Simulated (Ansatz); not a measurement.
**GeH4OS: density, localisation and related maps**

Input

```
crystal:
  periodic: [false, false, false]
  atoms:
    - {symbol: Ge, position_ang: [-1.485955, -1.369413, -1.211961]}
    - {symbol: O, position_ang: [-3.193325, -1.864424, -1.126004]}
    - {symbol: S, position_ang: [-1.123036, -0.043217, -2.962673]}
    - {symbol: H, position_ang: [-3.791130, -1.116183, -1.231570]}
    - {symbol: H, position_ang: [-1.083441, -0.601212, 0.056211]}
    - {symbol: H, position_ang: [-0.736540, -2.683647, -1.411148]}
    - {symbol: H, position_ang: [-1.150178, 1.079044, -2.225269]}
basis:
  gaussian:
    orbitals: def2-TZVPD
magnetization:
  spin_polarized: false
hamiltonian:
  xc: pbe0
output:
  forces: true
  orbitals: {seedname: orbitals}
```

Launched as:

```sh
ansatz run input.yaml --threads 2 --pin off --max-ram 4350MiB --events-out events.jsonl --progress --plain --runs-dir runs
```

Geometry: r2SCAN-D4/def2-TZVP.

The calculation used isolated molecule in a Gaussian basis; Kohn-Sham density functional theory, functional PBE0 (Ansatz).

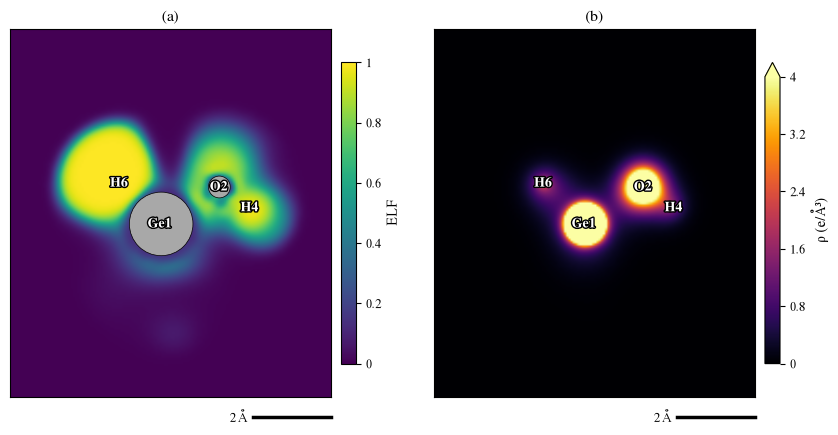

Figure 1. (a) electron localisation function; (b) total electron density on the plane of atoms O2, Ge1 and H6. Grey discs cover the atomic cores in the ELF map.

**What do the fields say about this system?**

The section cuts through Ge, O and H sites. Ge–O (1.78 Å): ρ is about 1 e/Å³ halfway; the ELF peaks at about 0.85 in the valence shell of O, 0.6 Å from its nucleus, and is about 0.35 at the midpoint. O–H (0.96 Å): ρ at the midpoint is about 3.7 e/Å³; the ELF climbs to about 1 towards the hydrogen, as it does in any bond to H: a covalent bond by its length. Ge–H (1.53 Å): ρ is about 1.1 e/Å³ halfway; the ELF climbs to about 1 towards the hydrogen. The ELF also peaks beside O2, away from the bonds: lone-pair regions.

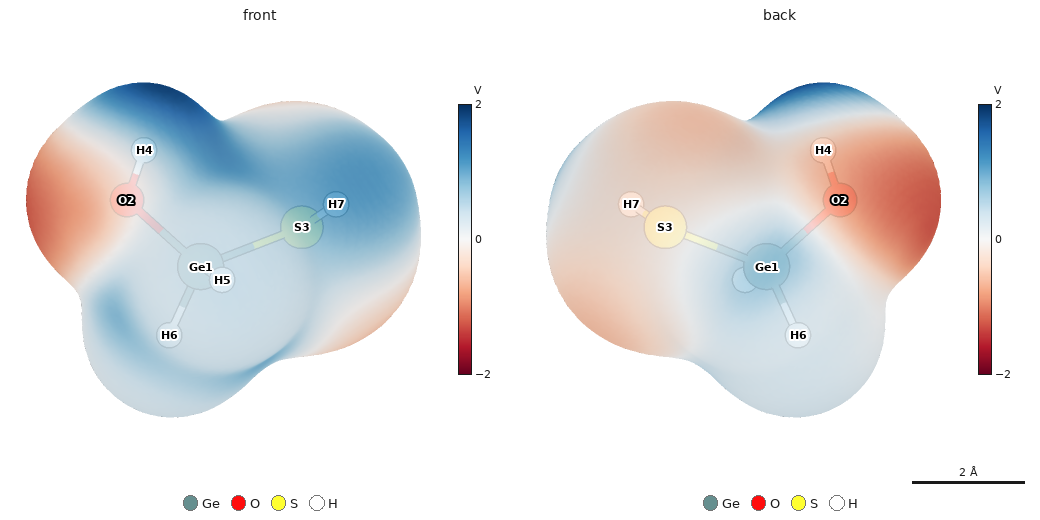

Figure 2. The electrostatic potential painted on the density surface at 0.001 e/bohr³, seen from the front and from behind; the colour scale runs from red (negative) to blue (positive).

**Which sites attract a positive test charge, and which a negative one?**

A positive charge is drawn to the negative regions and a negative charge to the positive ones. The most negative region (about −1.2 V) lies over O2, the most positive (about +1.8 V) over H4. O2 is the likeliest acceptor of a hydrogen bond.

**What dipole moment does the calculation give?**

Its dipole moment is 1.70 D.

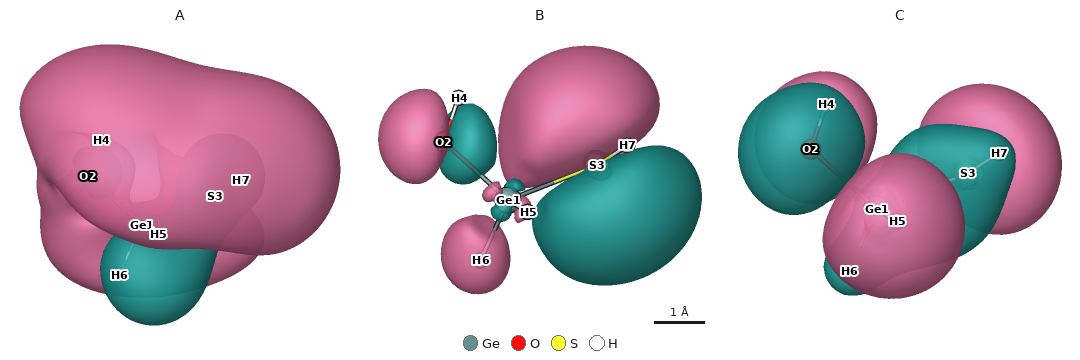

Figure 3. Three frontier orbitals at ±0.04 Å⁻³ᐟ² (teal and pink are the two phases), in no order.

**Which picture is the HOMO−1, the HOMO and the LUMO?**

C is the HOMO−1 (−8.61 eV). It lies mainly on O2 (about 40 %), S3 (about 25 %), Ge1 (about 15 %) and H5 (about 15 %). B is the HOMO (−7.68 eV). It lies mainly on S3 (about 80 %) and Ge1 (about 10 %); largely a lone pair of S3. A is the LUMO (−0.36 eV). It lies mainly on Ge1 (about 30 %), S3 (about 20 %), H7 (about 20 %), H4 (about 15 %) and H5 (about 5 %).

**What is the HOMO–LUMO gap?**

7.32 eV between the orbital energies.
